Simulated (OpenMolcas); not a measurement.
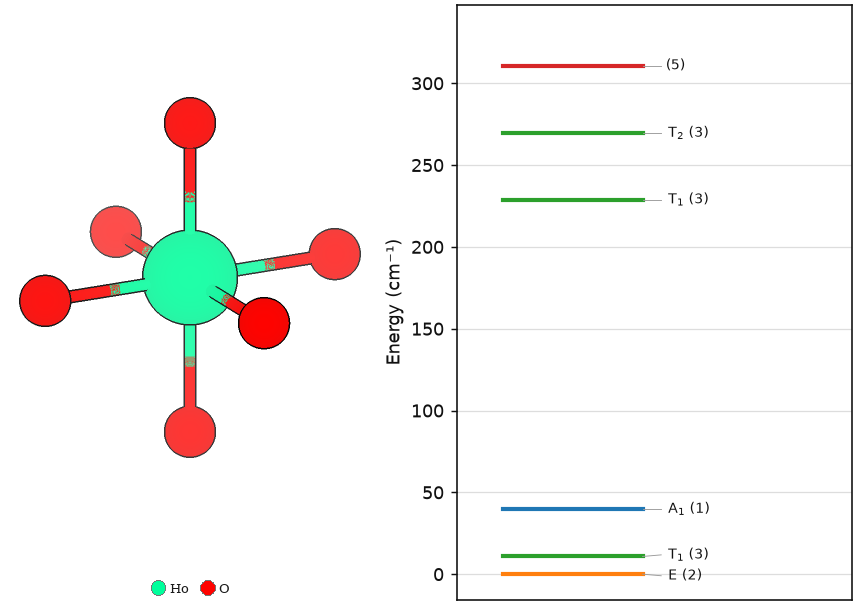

Ho³⁺ (4f¹⁰) as a dopant in CaO, a cluster with its 6 nearest O²⁻ at 2.427 Å (octahedron) embedded in model potentials and point charges; the geometry was set, not optimised, and its levels. Labels give the representation in O, Td, D4 or D3 as the site allows (double group for half-integer spin) where it could be assigned and, in brackets, the degeneracy; spin-free states, where drawn, share the zero of the spin-orbit levels. Level of the calculation: state-averaged CASSCF, active space 10 electrons in the shell 4f, basis ANO-RCC-VDZP on all atoms, DKH2 scalar Hamiltonian, spin-orbit coupling by RASSI with atomic mean-field integrals (OpenMolcas).

**Give the ground level and the first gap.**

The ground level is E, doubly degenerate, 94 % from states of spin multiplicity 5, effective J = 8.01, with |mJ| = 2 the largest share (50 %). Its principal g values are all close to zero. The next level lies at 11 cm⁻¹ (T₁). The lowest J multiplet spreads over 311 cm⁻¹. The active orbitals hold 100 % metal character (Löwdin), and the Mulliken charge of the metal is +2.15.

Caveat: high states of lower spin left out of the spin-orbit mixing; the geometry is set by hand, with no relaxation and no charge compensation; spin-free states above about 45,000 cm⁻¹ are left out of the spin-orbit step.
